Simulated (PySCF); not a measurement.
# SiNH2BrClF (SMILES N[Si](F)(Cl)Br) at r2SCAN/def2-SVP

What is the vertical ionisation energy of SiNH2BrClF at r2SCAN/def2-SVP? The job is set up through a Python script.

The calculation is run with PySCF 2.14.0.

## Step 1: The molecule

SiNH2BrClF has 7 atoms, charge 0, and is taken as a singlet. As SMILES, `N[Si](F)(Cl)Br`. Geometry: relaxed at PBE0-D4/def2-TZVP. This is one conformer, not always the lowest.

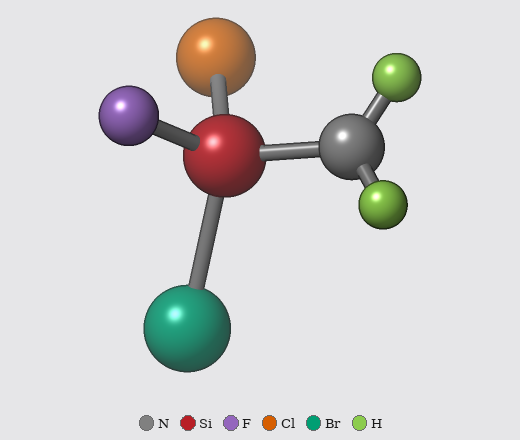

Viewed from a chosen angle; nitrogen grey, silicon red, fluorine purple, chlorine orange, bromine teal, hydrogen green.

## Step 2: A single-point energy at r2SCAN/def2-SVP

calc.py reads:

```python
from pyscf import gto, dft

mol = gto.M(
    atom='''
N        0.804700      -0.380600       0.652300
Si      -0.391200       0.141600      -0.399500
F       -0.097000      -0.140000      -1.931600
Cl      -2.114500      -0.843600       0.018800
Br      -0.611300       2.318500      -0.235800
H        1.632600       0.156800       0.842400
H        0.838300      -1.320500       1.007800
''',
    max_memory=1860,
    basis='def2-svp',
    verbose=3,
)

mf = dft.RKS(mol)
mf.xc = 'r2scan'
mf.grids.level = 1
mf.conv_tol = 1e-10
mf.kernel()
if not mf.converged:
    mf = mf.newton().run(mf.mo_coeff, mf.mo_occ)

e_final = mf.e_tot
print(f'total energy: {e_final:.8f} hartree')
```

Launch:

```sh
$ OMP_NUM_THREADS=1 python calc.py
```

What it wrote:

```text
converged SCF energy = -3479.04529722252
total energy: -3479.04529722 hartree
```

It took 9.6 s on 1 thread of Arm Neoverse V1, shared host; peak memory 0.4 GiB.

## Step 3: The doublet cation, same level

job.py reads:

```python
from pyscf import gto, dft

molecule = gto.M(
    atom='''
N      1.520663    -0.719230     1.232668
Si    -0.739261     0.267585    -0.754946
F     -0.183303    -0.264562    -3.650195
Cl    -3.995826    -1.594173     0.035527
Br    -1.155190     4.381330    -0.445597
H      3.085167     0.296309     1.591905
H      1.584157    -2.495383     1.904466
''',
    max_memory=1860,
    basis='def2-svp',
    verbose=3,
    spin=1,
    charge=1,
    unit='bohr',
)

mf = dft.UKS(molecule)
mf.xc = 'r2scan'
mf.grids.level = 1
mf.conv_tol = 1e-10
mf.kernel()
if not mf.converged:
    mf = mf.newton().run(mf.mo_coeff, mf.mo_occ)

e_final = mf.e_tot
print('E(%s) = %.9f' % ('R2SCAN', e_final))
```

Launch:

```sh
$ OMP_NUM_THREADS=1 python job.py
```

What it wrote:

```text
SCF not converged.
SCF energy = -3478.6692813912 after 50 cycles  <S^2> = 0.75573783  2S+1 = 2.0057296
converged SCF energy = -3478.66928139251  <S^2> = 0.75573819  2S+1 = 2.00573
E(R2SCAN) = -3478.669281393
```

Wall time 34 s (1 thread of Arm Neoverse V1, shared host); peak memory 0.49 GiB.

## Step 4: Summary of results

Level: r2SCAN/def2-SVP.

| quantity | value |
| --- | --- |
| singlet SiNH2BrClF: total energy | -3479.04530 Eh |
| singlet SiNH2BrClF: dipole moment | 2.80 D |
| singlet SiNH2BrClF: HOMO energy | -7.10 eV |
| singlet SiNH2BrClF: LUMO energy | 0.03 eV |
| singlet SiNH2BrClF: HOMO–LUMO gap | 7.13 eV |
| doublet cation: total energy | -3478.66928 Eh |
| doublet cation: HOMO energy (highest over α and β) | -13.37 eV |
| doublet cation: LUMO energy (lowest over α and β) | -13.18 eV |
| doublet cation: ⟨S²⟩ | 0.756 |
| vertical ionisation energy (to the doublet cation) | 10.232 eV |

**Reading.** Removing an electron at fixed nuclei costs 10.23 eV (236 kcal/mol). −ε(HOMO) before ionisation, 7.10 eV, is 3.13 eV below this ionisation energy. Mulliken charges (doublet cation) run from -0.23 on F3 to +0.91 on Si2.
